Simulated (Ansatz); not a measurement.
**Ge (diamond structure), cut as [100] fin, 0.29 nm along [100] by 1.15 nm along [010]**

All values below come from PBE (plane waves to 420 eV, PAW; Ansatz, a first-principles code).

k-points: Γ-centred 1×1×5 mesh; occupations: Fermi-Dirac, 0.020 eV; spin polarisation not allowed. Spin-orbit coupling is left out.

 The relaxation kept the symmetry of its start, so a lower minimum of less symmetry isn't excluded. The period along the axis is held at the bulk value.

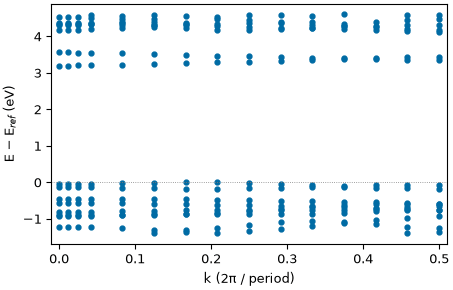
Levels along the axis at 15 k-points, drawn as points, zero at the top of the valence band

Electronic character: not metallic; Kohn-Sham band gap: 3.20 eV. Only levels within the plotted window are shown.
